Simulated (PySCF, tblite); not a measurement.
# C₂₆H₂₀O: electronic excitations, NMR shifts

Aim: compute the electronic excitations, NMR shifts of C₂₆H₂₀O (`CC(=O)c1ccc(-c2cc(-c3ccccc3)cc(-c3ccccc3)c2)cc1`).

Programs: tblite 0.8.0 and PySCF 2.14.0, with routines of our own; each step states its level. All values are computed. Atoms count from 0.

## (1) The starting structure

47 atoms, charge 0, multiplicity 1; geometry from: force field, distance geometry or constructed start.

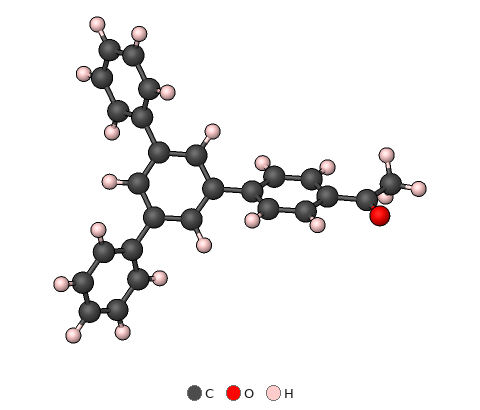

The starting geometry (carbon dark grey, oxygen red, hydrogen pink).

## (2) Geometry optimisation with GFN2-xTB

The job: settings as JSON, then the geometry in Å.

```
{"job": {"kind": "relax", "xc": "GFN2-xTB", "basis": "xTB"}, "charge": 0, "multiplicity": 1}
C      7.202400    -0.175600    -0.449500
C      6.264600    -0.888400     0.488700
O      6.707400    -1.650500     1.362300
C      4.795500    -0.666800     0.361400
C      4.246800     0.172800    -0.598200
C      2.856500     0.346000    -0.682800
C      1.990800    -0.315700     0.198000
C      0.536000    -0.130000     0.113900
C     -0.327900    -1.237900     0.006000
C     -1.727200    -1.083600    -0.079400
C     -2.611800    -2.255500    -0.192700
C     -2.413400    -3.223700    -1.190100
C     -3.254100    -4.333100    -1.289500
C     -4.302600    -4.498500    -0.402200
C     -4.522000    -3.546300     0.598900
C     -3.681300    -2.438800     0.707700
C     -2.248800     0.221800    -0.059000
C     -1.424600     1.348000     0.044500
C     -1.996800     2.709500     0.068500
C     -2.863100     3.142700    -0.945800
C     -3.411400     4.433100    -0.928800
C     -3.093000     5.306800     0.104300
C     -2.229300     4.899800     1.127100
C     -1.693800     3.603400     1.099000
C     -0.035100     1.154500     0.131600
C      2.549800    -1.163800     1.170900
C      3.942100    -1.336100     1.251500
H      6.997300    -0.475200    -1.478000
H      7.097000     0.908600    -0.332400
H      8.231900    -0.444500    -0.205900
H      4.874700     0.710300    -1.312300
H      2.453700     1.002700    -1.450700
H      0.090600    -2.240200    -0.009600
H     -1.597800    -3.109300    -1.903100
H     -3.080300    -5.067500    -2.079900
H     -4.957400    -5.360600    -0.482700
H     -5.340400    -3.677500     1.296900
H     -3.858200    -1.715400     1.493500
H     -3.327100     0.352900    -0.126700
H     -3.124300     2.480500    -1.770900
H     -4.078200     4.744200    -1.722300
H     -3.509100     6.300800     0.123400
H     -1.981100     5.576000     1.928400
H     -1.027200     3.303600     1.909200
H      0.614000     2.021500     0.216300
H      1.916400    -1.686200     1.874600
H      4.350300    -1.999100     2.015600
```

The run is started by

```sh
$ OMP_NUM_THREADS=2 python large_run.py task.json out
```

One launch serves the whole session: the jobs run in the order shown.

Standard output:

```text
step      E/eV     max force
  0   -1902.09815    2.005
  1   -1902.18154    2.191
  2   -1902.22816    0.443
  3   -1902.24557    0.271
  4   -1902.26285    0.189
  5   -1902.26883    0.109
  6   -1902.27243    0.114
  7   -1902.27961    0.178
  8   -1902.28655    0.216
  9   -1902.29502    0.181
 10   -1902.30353    0.175
 11   -1902.31104    0.156
 12   -1902.31573    0.105
 13   -1902.31807    0.075
 14   -1902.31920    0.056
 15   -1902.31981    0.052
 16   -1902.32023    0.047
 17   -1902.32061    0.038
 18   -1902.32101    0.036
 19   -1902.32139    0.045
 20   -1902.32172    0.041
 21   -1902.32207    0.038
 22   -1902.32250    0.042
 23   -1902.32302    0.046
 24   -1902.32355    0.059
 25   -1902.32405    0.053
 26   -1902.32456    0.035
 27   -1902.32514    0.049
 28   -1902.32576    0.052
 29   -1902.32633    0.052
 30   -1902.32681    0.042
 31   -1902.32724    0.043
 32   -1902.32769    0.049
 33   -1902.32822    0.059
 34   -1902.32883    0.052
 35   -1902.32951    0.049
 36   -1902.33019    0.053
 37   -1902.33082    0.052
 38   -1902.33144    0.059
 39   -1902.33218    0.053
 40   -1902.33308    0.068
 41   -1902.33406    0.077
 42   -1902.33501    0.058
 43   -1902.33598    0.070
 44   -1902.33711    0.080
 45   -1902.33855    0.073
 46   -1902.34025    0.089
 47   -1902.34196    0.088
 48   -1902.34357    0.070
 49   -1902.34526    0.110
 50   -1902.34729    0.120
 51   -1902.34937    0.102
 52   -1902.35078    0.103
 53   -1902.35112    0.064
 54   -1902.35206    0.039
 55   -1902.35250    0.037
 56   -1902.35338    0.031
 57   -1902.35399    0.034
 58   -1902.35462    0.040
 59   -1902.35503    0.045
 60   -1902.35559    0.041
 61   -1902.35599    0.031
 62   -1902.35629    0.029
 63   -1902.35655    0.026
 64   -1902.35676    0.024
 65   -1902.35691    0.018
```

Wall time 1.3 s (2 threads of Arm Neoverse V2, shared host); peak memory 0.18 GiB.

Step by step:

| step | energy from step 0 (eV) | largest force (eV/Å) |
| --- | --- | --- |
| 0 | 0.0000 | 2.0053 |
| 1 | -0.0834 | 2.1908 |
| 2 | -0.1300 | 0.4438 |
| 3 | -0.1474 | 0.2718 |
| 4 | -0.1647 | 0.1893 |
| 5 | -0.1707 | 0.1089 |
| 6 | -0.1743 | 0.1151 |
| 7 | -0.1815 | 0.1780 |
| 8 | -0.1884 | 0.2163 |
| 12 | -0.2176 | 0.1050 |
| 17 | -0.2225 | 0.0377 |
| 22 | -0.2243 | 0.0416 |
| 27 | -0.2270 | 0.0499 |
| 32 | -0.2295 | 0.0493 |
| 36 | -0.2320 | 0.0532 |
| 41 | -0.2359 | 0.0772 |
| 46 | -0.2421 | 0.0891 |
| 51 | -0.2512 | 0.1015 |
| 56 | -0.2552 | 0.0312 |
| 61 | -0.2578 | 0.0309 |
| 62 | -0.2581 | 0.0294 |
| 63 | -0.2584 | 0.0262 |
| 64 | -0.2586 | 0.0242 |
| 65 | -0.2588 | 0.0185 |

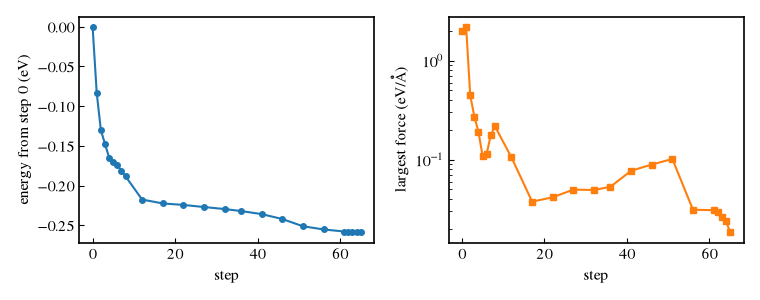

Energy and largest force along the relaxation.

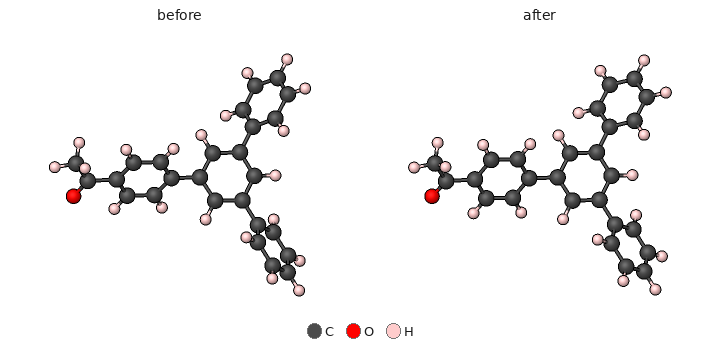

The geometry before (left) and after (right).

Distances of close pairs at the start and the end, largest changes first:

| bond | before (Å) | after (Å) | change (Å) |
| --- | --- | --- | --- |
| C1–O2 | 1.241 | 1.211 | -0.029 |
| C25–C26 | 1.405 | 1.378 | -0.027 |
| C4–C5 | 1.404 | 1.380 | -0.024 |
| C22–C23 | 1.403 | 1.382 | -0.021 |
| C19–C20 | 1.402 | 1.382 | -0.020 |
| C8–C9 | 1.410 | 1.391 | -0.020 |
| C7–C8 | 1.409 | 1.391 | -0.018 |
| C10–C15 | 1.410 | 1.392 | -0.018 |

The end geometry stands in the next job.

## (3) Electronic excitations: TDA CAM-B3LYP/6-31G*

The job: settings as JSON, then the geometry in Å.

```
{"job": {"kind": "uv", "basis": "6-31G*", "grid": 1, "kgrid": 0, "vcut": 1.5, "nstates": 6, "ntriplets": 2, "tda": true, "delta": [], "pop": true, "xc": "CAM-B3LYP"}, "charge": 0, "multiplicity": 1}
C      7.117318    -0.162935    -0.445670
C      6.210899    -0.898527     0.512312
O      6.653542    -1.651581     1.351781
C      4.752301    -0.664957     0.372220
C      4.205814     0.326856    -0.441776
C      2.838290     0.495334    -0.513879
C      1.973438    -0.326467     0.208157
C      0.518876    -0.137754     0.116288
C     -0.329459    -1.234893     0.012076
C     -1.706333    -1.063745    -0.083161
C     -2.592997    -2.233441    -0.192508
C     -2.266512    -3.290639    -1.037782
C     -3.096096    -4.391821    -1.138667
C     -4.258992    -4.457007    -0.389933
C     -4.593697    -3.410189     0.452280
C     -3.769312    -2.304524     0.548894
C     -2.230906     0.224351    -0.073198
C     -1.399054     1.334500     0.032402
C     -1.967715     2.692052     0.050059
C     -2.994686     3.044001    -0.822156
C     -3.536759     4.315474    -0.793584
C     -3.064970     5.253185     0.109563
C     -2.043107     4.914192     0.980261
C     -1.494887     3.645650     0.947880
C     -0.025103     1.142651     0.126651
C      2.519642    -1.323919     1.015046
C      3.885945    -1.482806     1.100414
H      6.838782    -0.391933    -1.472045
H      7.030163     0.910227    -0.289698
H      8.146709    -0.466024    -0.271035
H      4.843450     0.979143    -1.018025
H      2.427473     1.263423    -1.153146
H      0.086304    -2.232009     0.002630
H     -1.366310    -3.236361    -1.632909
H     -2.834573    -5.201160    -1.804621
H     -4.902545    -5.320865    -0.462994
H     -5.500823    -3.457120     1.036778
H     -4.025207    -1.496541     1.219001
H     -3.299772     0.365072    -0.146025
H     -3.356098     2.319899    -1.538026
H     -4.332392     4.574872    -1.476939
H     -3.491288     6.244776     0.135431
H     -1.675257     5.639962     1.690868
H     -0.707629     3.380533     1.638555
H      0.628235     1.998690     0.212828
H      1.867918    -1.961708     1.594071
H      4.317527    -2.246172     1.730931
```

Level: TDA CAM-B3LYP/6-31G*, vertical, gas phase, core orbitals frozen in the response, virtual orbitals cut by energy.

Standard output:

```text
start: PBE on a coarse grid of 39423 points
cycle   1  E = -1076.6099236911  dE =  4.359e+00  |g| = 1.190e+00  |ddm| = 7.608e+00
cycle   2  E = -1074.1765127577  dE =  2.433e+00  |g| = 2.883e+00  |ddm| = 4.361e+00
cycle   3  E = -1076.2430219216  dE = -2.067e+00  |g| = 1.505e+00  |ddm| = 3.885e+00
cycle   4  E = -1076.9276559944  dE = -6.846e-01  |g| = 4.128e-01  |ddm| = 1.782e+00
cycle   5  E = -1076.9005822700  dE =  2.707e-02  |g| = 4.704e-01  |ddm| = 8.708e-01
cycle   6  E = -1076.9643657173  dE = -6.378e-02  |g| = 1.408e-01  |ddm| = 6.579e-01
cycle   7  E = -1076.9692893515  dE = -4.924e-03  |g| = 4.323e-02  |ddm| = 2.052e-01
cycle   8  E = -1076.9694813077  dE = -1.920e-04  |g| = 3.407e-02  |ddm| = 8.338e-02
cycle   9  E = -1076.9697939261  dE = -3.126e-04  |g| = 8.952e-03  |ddm| = 4.804e-02
final grid: 172427 points
cycle  10  E = -1077.4242226554  dE = -1.543e-02  |g| = 7.130e-02  |ddm| = 6.242e-01
cycle  11  E = -1077.4236218277  dE =  6.008e-04  |g| = 1.016e-01  |ddm| = 1.745e-01
cycle  12  E = -1077.4255728252  dE = -1.951e-03  |g| = 1.075e-02  |ddm| = 9.677e-02
cycle  13  E = -1077.4255999034  dE = -2.708e-05  |g| = 5.032e-03  |ddm| = 1.802e-02
cycle  14  E = -1077.4256065676  dE = -6.664e-06  |g| = 1.574e-03  |ddm| = 7.934e-03
cycle  15  E = -1077.4256068049  dE = -2.373e-07  |g| = 3.500e-04  |ddm| = 2.124e-03
cycle  16  E = -1077.4256082426  dE = -1.438e-06  |g| = 1.413e-04  |ddm| = 7.358e-04
cycle  17  E = -1077.4256085439  dE = -3.013e-07  |g| = 5.992e-05  |ddm| = 3.424e-04
converged SCF energy = -1077.4256085439

Static polarisability (au): isotropic 275.566, principal 154.431 313.358 358.909

Singlet excitations
state   eV       nm        f      main configurations
  1   4.0317    307.5   0.00025   H-5->L 0.71, H-5->L+2 0.11
  2   4.8827    253.9   0.00605   H->L 0.44, H-1->L+1 0.28, H->L+2 0.12
  3   5.0845    243.8   0.91738   H-1->L 0.73, H-2->L 0.15
  4   5.1601    240.3   0.06272   H-6->L 0.58, H-1->L+3 0.17, H-2->L+3 0.11
  5   5.4990    225.5   0.00363   H-4->L+1 0.25, H->L+4 0.24, H-4->L+2 0.13
  6   5.5049    225.2   0.00558   H-3->L+1 0.23, H->L+5 0.21, H-3->L+2 0.14

Triplet excitations (Tamm-Dancoff, eV): 3.4251 3.4966
```

Wall time 2.1 min (2 threads of Arm Neoverse V2, shared host); peak memory 1.4 GiB.

Frontier orbitals and where they lie:

| orbital | eV | atoms |
| --- | --- | --- |
| HOMO−4 | -8.38 | C19 24 %, C23 24 %, C22 24 % |
| HOMO−3 | -8.37 | C15 24 %, C11 24 %, C12 24 % |
| HOMO−2 | -8.14 | C3 10 %, C21 9 %, C13 9 % |
| HOMO−1 | -7.55 | C16 22 %, C7 11 %, C3 8 % |
| HOMO | -7.50 | C8 16 %, C24 15 %, C17 9 % |
| LUMO | -0.34 | C1 15 %, C6 15 %, O2 13 % |
| LUMO+1 | 0.37 | C8 15 %, C24 15 %, C17 10 % |
| LUMO+2 | 0.84 | C16 16 %, C7 8 %, C13 7 % |
| LUMO+3 | 1.14 | C26 25 %, C5 24 %, C4 22 % |

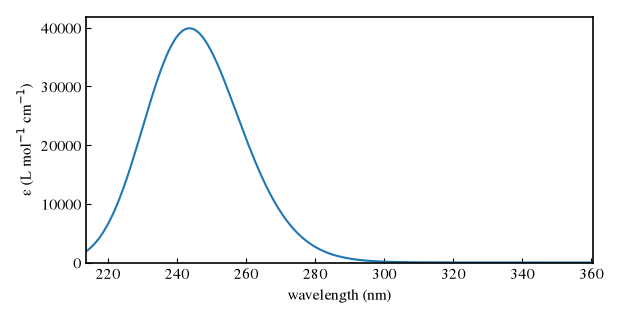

Absorption spectrum: each of the 6 states is a Gaussian band of 0.4 eV half-width at 1/e. Beyond the last state computed it falls off for lack of states.

Further results of this job:

| property | computed |
| --- | --- |
| dipole moment (D) | 3.33 |
| polarisability (Å³) | 40.83 |
| HOMO–LUMO gap (eV) | 7.16 |
| −ε(HOMO) (eV) | 7.50 |

## (4) NMR shifts: GIAO KT3/pcSseg-1

Settings changed since step 3:

```diff
@@ -1,2 +1,2 @@
-{"job": {"kind": "uv", "basis": "6-31G*", "grid": 1, "kgrid": 0, "vcut": 1.5, "nstates": 6, "ntriplets": 2, "tda": true, "delta": [], "pop": true, "xc": "CAM-B3LYP"}, "charge": 0, "multiplicity": 1}
+{"job": {"kind": "nmr", "xc": "KT3", "basis": "pcSseg-1", "pop": false}, "charge": 0, "multiplicity": 1}
 C      7.117318    -0.162935    -0.445670
```

Method: GIAO KT3/pcSseg-1 NMR shielding, non-relativistic, gas phase.

Standard output:

```text
start: PBE on a coarse grid of 39423 points
cycle   1  E = -1075.9983384149  dE =  4.323e+00  |g| = 1.184e+00  |ddm| = 7.585e+00
cycle   2  E = -1074.2969762467  dE =  1.701e+00  |g| = 2.793e+00  |ddm| = 5.448e+00
cycle   3  E = -1076.0577833576  dE = -1.761e+00  |g| = 1.021e+00  |ddm| = 4.881e+00
cycle   4  E = -1076.3322384247  dE = -2.745e-01  |g| = 1.734e-01  |ddm| = 1.399e+00
cycle   5  E = -1076.3120886340  dE =  2.015e-02  |g| = 3.143e-01  |ddm| = 5.273e-01
cycle   6  E = -1076.3393938135  dE = -2.731e-02  |g| = 5.765e-02  |ddm| = 3.977e-01
cycle   7  E = -1076.3401648652  dE = -7.711e-04  |g| = 2.327e-02  |ddm| = 8.263e-02
cycle   8  E = -1076.3402948874  dE = -1.300e-04  |g| = 9.211e-03  |ddm| = 3.650e-02
final grid: 366225 points
cycle   9  E = -1095.5974747079  dE = -5.975e-02  |g| = 1.516e-01  |ddm| = 1.377e+00
cycle  10  E = -1095.5634626559  dE =  3.401e-02  |g| = 4.334e-01  |ddm| = 7.195e-01
cycle  11  E = -1095.6016447612  dE = -3.818e-02  |g| = 2.727e-02  |ddm| = 5.742e-01
cycle  12  E = -1095.6017881976  dE = -1.434e-04  |g| = 1.338e-02  |ddm| = 4.644e-02
cycle  13  E = -1095.6018363987  dE = -4.820e-05  |g| = 4.423e-03  |ddm| = 2.068e-02
cycle  14  E = -1095.6018407022  dE = -4.304e-06  |g| = 1.412e-03  |ddm| = 6.646e-03
cycle  15  E = -1095.6018437642  dE = -3.062e-06  |g| = 6.892e-04  |ddm| = 2.566e-03
cycle  16  E = -1095.6018416466  dE =  2.118e-06  |g| = 2.159e-04  |ddm| = 1.053e-03
cycle  17  E = -1095.6018427239  dE = -1.077e-06  |g| = 7.430e-05  |ddm| = 3.424e-04
converged SCF energy = -1095.6018427239

GIAO shielding tensors (ppm)
atom      isotropic    diamagn.    paramagn.     s11        s22        s33       span
  0 C      157.584     252.604     -95.020    142.576    145.220    184.958     42.383
  1 C        0.618     238.282    -237.664    -77.050    -17.490     96.393    173.443
  2 O     -262.141     397.673    -659.814   -789.566   -336.279    339.423   1128.989
  3 C       57.403     267.105    -209.702    -22.764     34.208    160.765    183.528
  4 C       61.839     255.157    -193.318    -27.000     44.531    167.985    194.985
  5 C       63.096     255.217    -192.120    -29.692     56.174    162.807    192.499
  6 C       44.302     261.127    -216.825    -36.340      5.813    163.434    199.774
  7 C       48.254     262.885    -214.631    -29.360     14.296    159.828    189.188
  8 C       64.393     258.789    -194.396    -19.427     54.659    157.947    177.374
  9 C       46.647     263.418    -216.770    -30.720     10.514    160.148    190.868
 10 C       48.644     257.231    -208.587    -32.202     13.506    164.629    196.831
 11 C       62.969     251.634    -188.665    -31.482     55.892    164.497    195.979
 12 C       62.243     252.034    -189.790    -38.250     52.897    172.084    210.334
 13 C       63.496     250.939    -187.443    -37.039     53.956    173.572    210.611
 14 C       62.300     251.397    -189.097    -38.070     52.831    172.139    210.209
 15 C       63.095     248.621    -185.526    -31.337     55.709    164.912    196.249
 16 C       63.440     255.135    -191.695    -20.294     53.263    157.350    177.644
 17 C       46.886     263.231    -216.345    -30.650     11.054    160.255    190.906
 18 C       48.747     257.087    -208.340    -32.190     13.698    164.733    196.923
 19 C       63.185     249.066    -185.881    -31.284     55.796    165.045    196.329
 20 C       62.230     251.548    -189.318    -38.212     52.864    172.038    210.249
 21 C       63.510     250.974    -187.465    -36.985     53.982    173.532    210.517
 22 C       62.260     251.933    -189.672    -38.234     52.998    172.018    210.252
 23 C       63.020     251.556    -188.536    -31.332     55.586    164.807    196.139
 24 C       64.620     259.070    -194.451    -19.093     54.977    157.975    177.068
 25 C       62.848     255.073    -192.225    -29.747     54.965    163.325    193.072
 26 C       61.443     259.629    -198.186    -34.201     38.720    179.810    214.011
 27 H       29.035      30.016      -0.981     25.266     29.796     32.042      6.776
 28 H       28.817      28.976      -0.159     24.365     29.955     32.130      7.765
 29 H       29.637      18.673      10.964     26.245     28.006     34.659      8.414
 30 H       23.972      38.661     -14.690     19.860     22.887     29.168      9.308
 31 H       24.224      39.023     -14.799     19.468     22.906     30.298     10.831
 32 H       24.269      41.645     -17.376     18.532     22.278     31.997     13.465
 33 H       24.263      37.426     -13.164     19.748     22.955     30.086     10.338
 34 H       24.288      29.643      -5.354     20.826     24.659     27.380      6.553
 35 H       24.376      25.581      -1.205     21.165     25.516     26.449      5.284
 36 H       24.292      27.844      -3.552     20.824     24.715     27.337      6.513
 37 H       24.252      36.541     -12.288     19.722     22.956     30.078     10.356
 38 H       24.232      40.599     -16.367     18.467     22.303     31.926     13.459
 39 H       24.235      36.797     -12.562     19.755     22.941     30.009     10.254
 40 H       24.283      28.053      -3.770     20.833     24.688     27.329      6.496
 41 H       24.379      25.720      -1.341     21.180     25.506     26.451      5.271
 42 H       24.290      29.576      -5.286     20.822     24.685     27.364      6.542
 43 H       24.253      37.296     -13.044     19.663     22.985     30.110     10.447
 44 H       24.248      41.583     -17.335     18.483     22.277     31.984     13.501
 45 H       24.122      39.332     -15.210     19.419     22.996     29.952     10.532
 46 H       23.400      36.151     -12.751     18.819     23.752     27.630      8.811
```

It took 33 s on 2 threads of Arm Neoverse V2, shared host; peak memory 1.2 GiB.

Shifts follow as δ = σ(reference) − σ, with reference shieldings (ppm) from runs at the same level and on the same kind of geometry: ¹H TMS 31.76, ¹³C TMS 184.7, ¹⁷O H2O 330.8. The references are single molecules in the gas phase, so shifts against H2O, NH3, PH3, H3PO4 or CFCl3 are not on the usual liquid scales and can be off by tens of ppm. Atoms listed in one row are averaged.

| atoms | environment | σ (ppm) | δ (ppm) |
| --- | --- | --- | --- |
| C1 | ketone carbonyl carbon | 0.6 | 184.1 |
| C6 | substituted aromatic carbon | 44.3 | 140.4 |
| C9, C17 | substituted aromatic carbon | 46.8 | 137.9 |
| C7 | substituted aromatic carbon | 48.3 | 136.4 |
| C10, C18 | substituted aromatic carbon | 48.7 | 136.0 |
| C3 | substituted aromatic carbon | 57.4 | 127.3 |
| C4, C26 | aromatic CH | 61.6 | 123.0 |
| C12, C14, C20, C22 | aromatic CH | 62.3 | 122.4 |
| C5, C25 | aromatic CH | 63.0 | 121.7 |
| C11, C15, C19, C23 | aromatic CH | 63.1 | 121.6 |
| C16 | aromatic CH | 63.4 | 121.2 |
| C13, C21 | aromatic CH | 63.5 | 121.2 |
| C8, C24 | aromatic CH | 64.5 | 120.2 |
| C0 | methyl carbon α to a carbonyl | 157.6 | 27.1 |
| H30, H46 | hydrogen on an aromatic CH | 23.69 | 8.07 |
| H31, H45 | hydrogen on an aromatic CH | 24.17 | 7.58 |
| H38 | hydrogen on an aromatic CH | 24.23 | 7.52 |
| H33, H37, H39, H43 | hydrogen on an aromatic CH | 24.25 | 7.51 |
| H32, H44 | hydrogen on an aromatic CH | 24.26 | 7.50 |
| H34, H36, H40, H42 | hydrogen on an aromatic CH | 24.29 | 7.47 |
| H35, H41 | hydrogen on an aromatic CH | 24.38 | 7.38 |
| H27, H28, H29 | hydrogen on a methyl carbon α to a carbonyl | 29.16 | 2.59 |
| O2 | ketone oxygen | -262.1 | 592.9 |

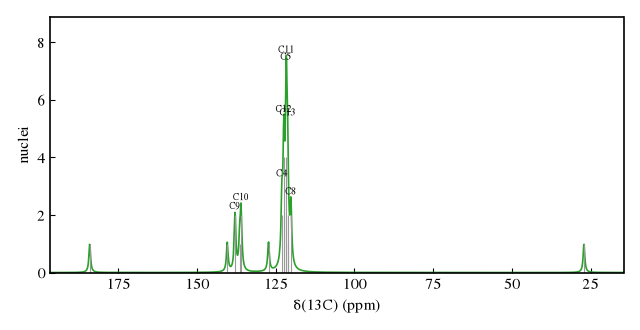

¹³C lines at the computed shifts, without couplings. Lines are broadened to a width of 0.63 ppm (Lorentzian).

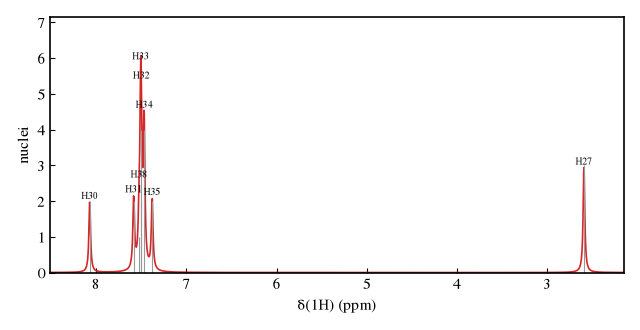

¹H lines at the computed shifts, without couplings. Lines are broadened to a width of 0.02 ppm (Lorentzian).

Ring of atoms C3, C4, C5, C6, C25, C26: NICS(0) -7.6, NICS(1) -10.0, NICS(1)zz -24.4 ppm (means of both faces).

Ring of atoms C7, C8, C9, C16, C17, C24: NICS(0) -7.0, NICS(1) -9.2, NICS(1)zz -22.7 ppm (means of both faces).

Ring of atoms C10, C11, C12, C13, C14, C15: NICS(0) -8.1, NICS(1) -10.4, NICS(1)zz -26.8 ppm (means of both faces).

## (5) What came out

| quantity | value |
| --- | --- |
| lowest singlet (CAM-B3LYP/6-31G*) | 4.03 eV (308 nm), f = 0.000 |
| brightest single state of those computed | state 3, 5.08 eV, f = 0.917 |
| lowest triplet | 3.43 eV |
| ¹³C shifts against TMS (KT3/pcSseg-1, means over atoms taken as alike) | 184.1, 140.4, 137.9, 136.4, 136.0, 127.3, 123.0, 122.4, 121.7, 121.6, 121.2, 121.2, 120.2, 27.1 ppm |
| ¹H shifts against TMS (KT3/pcSseg-1, means over atoms taken as alike) | 8.07, 7.58, 7.52, 7.51, 7.50, 7.47, 7.38, 2.59 ppm |
| ¹⁷O shifts against H2O (KT3/pcSseg-1) | 592.9 ppm |

In words: The first singlet state (HOMO−5→LUMO 0.71, HOMO−5→LUMO+2 0.11) lies at 4.03 eV and is dark; of the 6 states computed, the strongest absorption comes from state 3 at 5.08 eV. The lowest triplet lies 0.61 eV below the lowest singlet. C1 (ketone carbonyl carbon) lies farthest downfield among carbon, at 184.1 ppm; low-lying n→π* states of the double bond to the heteroatom give a large paramagnetic term (-238 ppm). At KT3/pcSseg-1: The widest tensor belongs to O2: span 1129 ppm, with a paramagnetic part of -660 ppm. NICS(1)zz of -24 ppm above the planar ring from C3 marks a diatropic (aromatic) ring current. NICS(1)zz of -23 ppm above the planar ring from C7 marks a diatropic (aromatic) ring current. NICS(1)zz of -27 ppm above the planar ring from C10 marks a diatropic (aromatic) ring current.
